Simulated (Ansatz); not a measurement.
Single-point calculation of Sn22Cu2O48 (part 2 of 2)

Continued. System: Sn22Cu2O48 (defect cell, 72 atoms in the cell). Method: DFT, HSE06, PAW, plane waves (Ansatz 0.2.0); cutoff 420 eV, 1×1×1 k-mesh, Fermi–Dirac smearing of 0.01 eV. 

## Log, continued
```
SCF iter  13: F=—  HF=-173083.144439 eV  |F-HF|=—  |Δ(HF+E_count)|=  4.37e-10  Δρ=1.78e-7  dr2=4.04e-10  ethr=1.75e-11 (applied; sched 1.00e-12)  ⟨swp⟩=2.0  Hψ=706  notcnv=0
SCF iter  14: F=—  HF=-173083.144439 eV  |F-HF|=—  |Δ(HF+E_count)|=  1.16e-10  Δρ=1.11e-7  dr2=2.12e-10  ethr=1.75e-11 (applied; sched 1.00e-12)  ⟨swp⟩=2.0  Hψ=706  notcnv=0
SCF iter  15: F=—  HF=-173083.144439 eV  |F-HF|=—  |Δ(HF+E_count)|=  3.78e-10  Δρ=2.03e-7  dr2=4.63e-10  ethr=1.75e-11 (applied; sched 1.00e-12)  ⟨swp⟩=2.0  Hψ=706  notcnv=0  recentre
SCF iter  16: F=—  HF=-173083.144439 eV  |F-HF|=—  |Δ(HF+E_count)|=  1.75e-10  Δρ=3.19e-7  dr2=9.19e-10  ethr=1.75e-11 (applied; sched 1.00e-12)  ⟨swp⟩=2.0  Hψ=706  notcnv=0
SCF iter  17: F=—  HF=-173083.144439 eV  |F-HF|=—  |Δ(HF+E_count)|=  2.91e-10  Δρ=1.52e-7  dr2=2.17e-10  ethr=1.75e-11 (applied; sched 1.00e-12)  ⟨swp⟩=2.0  Hψ=706  notcnv=0
SCF iter  18: F=—  HF=-173083.144439 eV  |F-HF|=—  |Δ(HF+E_count)|=  1.75e-10  Δρ=6.22e-8  dr2=4.46e-11  ethr=1.75e-11 (applied; sched 1.00e-12)  ⟨swp⟩=2.0  Hψ=706  notcnv=0
SCF iter  19: F=—  HF=-173083.144439 eV  |F-HF|=—  |Δ(HF+E_count)|=  8.73e-11  Δρ=5.26e-8  dr2=2.63e-11  ethr=1.75e-11 (applied; sched 1.00e-12)  ⟨swp⟩=2.0  Hψ=706  notcnv=0
SCF iter  20: F=—  HF=-173083.144439 eV  |F-HF|=—  |Δ(HF+E_count)|=  2.91e-11  Δρ=2.57e-8  dr2=6.43e-12  ethr=1.75e-11 (applied; sched 1.00e-12)  ⟨swp⟩=2.0  Hψ=706  notcnv=0
SCF iter  21: F=—  HF=-173083.144439 eV  |F-HF|=—  |Δ(HF+E_count)|=  8.73e-11  Δρ=2.31e-8  dr2=5.30e-12  ethr=1.75e-11 (applied; sched 1.00e-12)  ⟨swp⟩=2.0  Hψ=706  notcnv=0
SCF iter  22: F=-173083.144439 eV  HF=-173083.144439 eV  |F-HF|=0.00e0  |Δ(HF+E_count)|=  2.91e-11  Δρ=1.00e-8  dr2=7.17e-13  ethr=1.75e-11 (applied; sched 1.00e-12)  ⟨swp⟩=2.0  Hψ=706  notcnv=0
SCF 13 converged in 22 iterations: F = -173083.144439 eV  dr2 = 7.17e-13
  Residual-converged pass: ⟨swp⟩=5.0  Hψ=1047  notcnv=0  max |occ|·‖R‖ = 7.3e-9 eV (tolerance 1.0e-8 eV)  dr2=7.73e-13  dr2_onsite=2.12e-13  max |Δocc| = 0.0e0
  greatest PAW one-centre occupation: 1.000 electrons in one spin orbital (limit 2), on the Cu atom at site 22 (counted from 0), in its partial waves of l = 0
hybrid outer 12: dexx = +4.197e-7 eV, tail = 4.41e-9 eV, Δε = 1.26e-4 eV (about 2.09e-4 eV left of the loop's levels), ΔF = 2.21e-4 eV/Å (tail 3.17e-3)
SCF iter   1: F=—  HF=-173083.144439 eV  |F-HF|=—  |Δ(HF+E_count)|=         —  Δρ=2.34e-8  dr2=3.73e-12  ethr=9.88e-12 (applied; sched 1.00e-12)  ⟨swp⟩=20.0  Hψ=905  notcnv=2
SCF iter   2: F=—  HF=-173083.144439 eV  |F-HF|=—  |Δ(HF+E_count)|=  5.82e-11  Δρ=4.77e-8  dr2=2.15e-11  ethr=1.75e-11 (applied; sched 1.00e-12)  ⟨swp⟩=2.0  Hψ=706  notcnv=0  recentre
SCF iter   3: F=—  HF=-173083.144439 eV  |F-HF|=—  |Δ(HF+E_count)|=  5.82e-11  Δρ=3.21e-8  dr2=9.87e-12  ethr=1.75e-11 (applied; sched 1.00e-12)  ⟨swp⟩=2.0  Hψ=706  notcnv=0
SCF iter   4: F=-173083.144439 eV  HF=-173083.144439 eV  |F-HF|=0.00e0  |Δ(HF+E_count)|=  2.91e-11  Δρ=9.04e-9  dr2=4.35e-13  ethr=1.75e-11 (applied; sched 1.00e-12)  ⟨swp⟩=2.0  Hψ=706  notcnv=0
SCF 14 converged in 4 iterations: F = -173083.144439 eV  dr2 = 4.35e-13
  Residual-converged pass: ⟨swp⟩=4.0  Hψ=883  notcnv=0  max |occ|·‖R‖ = 8.6e-9 eV (tolerance 1.0e-8 eV)  dr2=4.65e-13  dr2_onsite=2.18e-13  max |Δocc| = 0.0e0
hybrid outer 13: dexx = +5.685e-12 eV, tail = 5.86e-11 eV, Δε = 2.23e-6 eV (about 6.40e-5 eV left of the loop's levels), ΔF = 3.21e-6 eV/Å (tail 6.88e-5)
at 21 of the mixer's solves, all of them in the SCFs whose states led to this one, it left a direction of its history that read negative out of its fit and stepped the other way along it
WARN: the filled states extend beyond the cell (their overlap across the Brillouin zone is 0.359, against 0 in a metal and nearly 1 for localised states). With one k-point a hybrid's gap, moments and forces can then be wrong. Use a denser k-mesh, or a larger cell for a defect
NSCF: frozen V_eff on 1 k-points
hybrid SCF converged: 13 outer / 209 inner (+27 warm-up), last move |dexx| = 5.69e-12 eV, tail = 5.86e-11 eV
Free energy (F): -173083.144439 eV
Harris-Foulkes:  -173083.144439 eV  (|F-HF|=0.00e0)
Internal energy: -173083.144439 eV  (E = F + TS)
E sigma→0 (E₀):  -173083.144439 eV
Fermi energy:    8.330342 eV
--- Per-component energies (eV) ---
  E_band       = -3955.531017
  E_kinetic    = 13182.052339
  E_local      = -44821.985710  (includes V_loc(G=0)·N_el)
  E_nonlocal   = 2349.286594
  E_hartree    = 22153.362906
  E_xc         = -9523.086525
  E_vxc        = -5394.658973  (∫ρ·V_xc dr)
  E_exx        = -1958.614514  (= α·E_x^exact, valence–valence)
  E_paw        = -102834.188210  (= ΣΔE_a)
  E_vpaw       = -9659.840228  (= ΣTr[D̂ρ^β])
  E_aug_tail   = 0.118207  (compensation charges beyond the density's cutoff)
  E_ewald      = -51634.054526
  E_core_change = 3.965000  (= ΣΔE_core)
  E_smearing   = -0.000000  (= −TS)
  E_closure    = 0.000000  (closes the sum)
  Σ components = -173083.144439   (vs F -173083.144439, Δ=-2.91e-11)
--- Forces (eV/Å), atoms counted from 1 ---
  atom   1  Sn    -0.00011837     0.00153819     0.01487340
  atom   2  Sn    -0.00233490    -0.00259878    -0.01465544
  atom   3  Sn    -0.00054681    -0.00005439    -0.00054559
  atom   4  Sn    -0.00717041    -0.00408471    -0.06617772
  atom   5  Sn     0.00801928     0.00509269     0.06466919
  atom   6  Sn     0.00016931     0.00140084     0.00141799
  atom   7  Sn    -0.00692282    -0.00817523    -0.06210351
  atom   8  Sn     0.00599744     0.00637332     0.06228504
  atom   9  Sn    -0.00051942     0.00019729    -0.00083384
  atom  10  Sn     0.00041085    -0.00129884    -0.00009569
  atom  11  Sn    -0.20279965    -0.20463319     0.00121690
  atom  12  Sn    -0.13296760    -0.13126125     0.18611263
  atom  13  Sn    -0.12959601    -0.13434189    -0.18841860
  atom  14  Sn    -0.19909889     0.20204676    -0.00169108
  atom  15  Sn    -0.05891860     0.05234916     0.04477268
  atom  16  Sn    -0.05376445     0.06373268    -0.04011835
  atom  17  Sn     0.19885151    -0.19924844     0.00140552
  atom  18  Sn     0.05092190    -0.06098323     0.03984514
  atom  19  Sn     0.05977138    -0.05051213    -0.04343530
  atom  20  Sn     0.20369552     0.20218560     0.00194598
  atom  21  Sn     0.12978340     0.13352095     0.18508099
  atom  22  Sn     0.13368160     0.13126548    -0.18666637
  atom  23  Cu     0.00526277     0.00953419    -0.15701070
  atom  24  Cu    -0.00407646    -0.00936918     0.15263749
  atom  25  O      0.14179666     0.14091228    -0.03232148
  atom  26  O      0.13912696     0.13884103     0.02946701
  atom  27  O      0.05060692     0.05256082    -0.00047245
  atom  28  O      0.06977331    -0.01553535     0.03103055
  atom  29  O      0.07261646    -0.01655721    -0.03081834
  atom  30  O      0.01221422     0.01130849     0.00426408
  atom  31  O     -0.01414725     0.07149137     0.02626195
  atom  32  O     -0.01351229     0.07225432    -0.02726674
  atom  33  O      0.00842634     0.01265612     0.00403873
  atom  34  O     -0.27735270    -0.27442809     0.06278299
  atom  35  O     -0.26375477    -0.25872593    -0.05515354
  atom  36  O     -0.00201921    -0.00248131    -0.00119018
  atom  37  O      0.26528668     0.26385032     0.05680766
  atom  38  O      0.27305815     0.27061284    -0.06039034
  atom  39  O      0.00273523     0.00259143     0.00227557
  atom  40  O      0.01331639    -0.07209771     0.02792367
  atom  41  O      0.01334410    -0.07205609    -0.02632011
  atom  42  O     -0.00932556    -0.01227890    -0.00325971
  atom  43  O     -0.07223707     0.01708786     0.03031313
  atom  44  O     -0.06961742     0.01544856    -0.03040739
  atom  45  O     -0.01263581    -0.01086111    -0.00400785
  atom  46  O     -0.13706057    -0.13931877    -0.02968054
  atom  47  O     -0.13992170    -0.14105618     0.03343411
  atom  48  O     -0.05024394    -0.05058775    -0.00012206
  atom  49  O      0.07465506     0.00302250    -0.00262672
  atom  50  O      0.04246308     0.01354559    -0.03371744
  atom  51  O      0.04105774     0.01576133     0.03490786
  atom  52  O     -0.08207232     0.08566169    -0.00085586
  atom  53  O     -0.05188347     0.04895202    -0.00993205
  atom  54  O     -0.04793635     0.05299000     0.00954002
  atom  55  O      0.13255344    -0.13421022    -0.00178460
  atom  56  O      0.10537191    -0.08429735     0.14824631
  atom  57  O      0.08364874    -0.10723268    -0.16461391
  atom  58  O     -0.00213358    -0.07272740     0.00092472
  atom  59  O     -0.01793899    -0.04215482    -0.03209938
  atom  60  O     -0.01327240    -0.04417280     0.03092377
  atom  61  O      0.00293165     0.07168074    -0.00249669
  atom  62  O      0.01414395     0.04403201    -0.03001825
  atom  63  O      0.01576329     0.04000064     0.03211004
  atom  64  O     -0.13206778     0.13364479     0.00175053
  atom  65  O     -0.08380953     0.10531857     0.16339182
  atom  66  O     -0.10477588     0.08451931    -0.14753063
  atom  67  O      0.08207494    -0.08377141     0.00017723
  atom  68  O      0.04865159    -0.05096547    -0.00995577
  atom  69  O      0.05182581    -0.04786618     0.01094653
  atom  70  O     -0.07416450    -0.00480622     0.00290766
  atom  71  O     -0.04063637    -0.01956764    -0.03458729
  atom  72  O     -0.04265892    -0.01365700     0.03269711
  max |Σ_I F_I| component: 6.91e-6 eV/Å
--- Band table (eV) ---
  k-point 0: bands = ["-111.8023", "-111.8010", "-67.9210", "-67.9204", "-67.3716", "-67.3693", "-67.1512", "-67.1487", "-14.8696", "-14.8463", ... 179 levels left out ..., "2.1390", "2.2677", "2.3811", "2.4262", "2.5109", "2.5234", "2.6044", "2.7074", "2.7554", "2.8042", "2.8325", "2.8476", "2.8570", "2.9644", "3.0289", "3.0414", "3.1608", "3.1680", "3.2297", "3.3069", "3.3392", "3.4526", "3.4908", "3.5855", "3.6392", "3.6434", "3.6486", "3.6719", "3.6954",
      "3.8022", "3.9051", "3.9158", "3.9795", "4.0233", "4.0679", "4.0825", "4.1652", "4.1771", "4.2305", "4.2751", "4.3326", "4.3520", "4.3795", "4.4518", "4.5069", "4.5210", "4.5569", "4.6289", "4.6639", "4.6921", "4.6981", "4.7445", "4.8522", "4.8919", "4.9522", "5.0673", "5.1301", "5.1980", "5.2972", "5.3259", "5.3513", "5.3646", "5.4048", "5.4233", "5.5612", "5.6111", "5.6517", "5.7391", "5.7513",
      "5.7902", "5.8197", "5.8690", "5.9078", "5.9515", "5.9574", "6.0270", "6.0328", "6.0559", "6.0904", "6.1053", "6.1635", "6.2047", "6.2663", "6.2776", "6.3151", "6.3380", "6.3554", "6.3805", "6.3917", "6.4132", "6.4228", "6.4263", "6.4572", "6.4577", "6.4767", "6.5215", "6.5297", "6.5532", "6.5550", "6.5785", "6.5903", "6.6337", "6.6698", "6.6779", "6.6963", "6.7071", "6.7111", "6.7260", "6.7421",
      "6.7479", "6.7623", "6.7873", "6.8148", "6.8355", "6.8378", "6.9222", "6.9490", "6.9716", "7.0085", "7.0174", "7.0274", "7.0478", "7.0818", "7.1224", "7.1389", "7.1498", "7.4395", "7.8472", "8.8135", "8.9347", "9.1664", "11.4687", "12.9549", "13.1122", "13.2590", "13.8133", "14.1119", "14.1242", "14.3052", "14.4169", "14.4298", "14.6058", "14.6081", "14.7608", "14.9031", "15.1281", "15.1590", "15.3643", "15.4109",
      "15.5690", "15.6908", "15.8328", "15.9448", "16.2152", "16.2461", "16.6199", "16.6396", "16.7684", "16.8211", "16.9724", "17.5169", "17.5230", "17.5665", "17.7582", "17.8197", "18.0040", "18.0050", "18.0986", "18.1153", "18.1158", "18.2168", "18.2392", "18.3192", "18.4306", "18.5090", "18.5150", "18.6637", "18.6932", "19.0351", "19.2190", "19.2398", "19.5485", "19.5995", "19.7580", "19.7794", "19.8588", "19.8963", "19.9835", "20.0151",
      "20.1433", "20.1884", "20.3170", "20.4029", "20.4355", "20.4641", "20.4693", "20.5697", "20.5991", "20.6399", "20.7299"]
--- Löwdin populations: 72 sites ---
  site symbol       q [e]
     0     Sn     12.1724
     1     Sn     12.1724
     2     Sn     12.1718
     3     Sn     12.1570
     4     Sn     12.1570
     5     Sn     12.1599
     6     Sn     12.1570
     7     Sn     12.1570
     8     Sn     12.1601
     9     Sn     12.1850
    10     Sn     12.1738
    11     Sn     12.1677
    12     Sn     12.1681
    13     Sn     12.1719
    14     Sn     12.1689
    15     Sn     12.1690
    16     Sn     12.1719
    17     Sn     12.1690
    18     Sn     12.1689
    19     Sn     12.1738
    20     Sn     12.1681
    21     Sn     12.1677
    22     Cu     17.4881
    23     Cu     17.4881
    24      O      6.8401
    25      O      6.8404
    26      O      6.8526
    27      O      6.8449
    28      O      6.8446
    29      O      6.8426
    30      O      6.8449
    31      O      6.8448
    32      O      6.8423
    33      O      6.7708
    34      O      6.7728
    35      O      6.8421
    36      O      6.7728
    37      O      6.7709
    38      O      6.8421
    39      O      6.8448
    40      O      6.8449
    41      O      6.8423
    42      O      6.8446
    43      O      6.8448
    44      O      6.8426
    45      O      6.8404
    46      O      6.8401
    47      O      6.8526
    48      O      6.8450
    49      O      6.8465
    50      O      6.8472
    51      O      6.8397
    52      O      6.8438
    53      O      6.8437
    54      O      6.7265
    55      O      6.8210
    56      O      6.8213
    57      O      6.8449
    58      O      6.8472
    59      O      6.8464
    60      O      6.8449
    61      O      6.8463
    62      O      6.8472
    63      O      6.7266
    64      O      6.8214
    65      O      6.8210
    66      O      6.8397
    67      O      6.8437
    68      O      6.8438
    69      O      6.8450
    70      O      6.8471
    71      O      6.8465
  spilling = 0.005398 (of n_electrons = 634.000000)
```

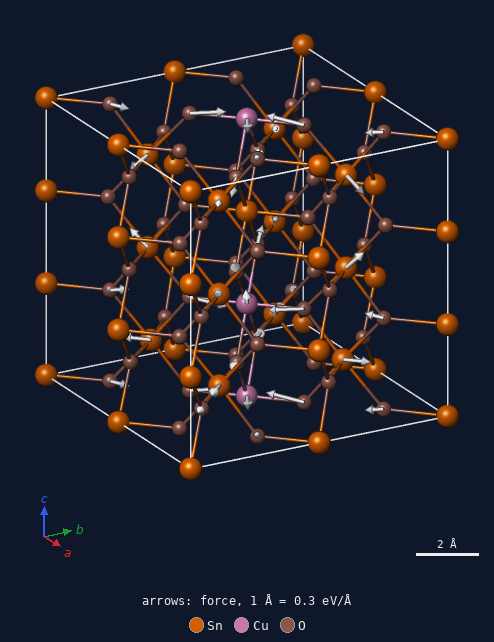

Figure 1. Forces on the atoms as white arrows (ball-and-stick view of the cell of the calculation, seen at an oblique angle); the smallest are left out. The largest act on O34 (0.40 eV/Å); O38 (0.39 eV/Å); O37 (0.38 eV/Å); O35 (0.37 eV/Å), among others. Atoms are counted from 1 in the order of the input and aren't labelled in the picture. 
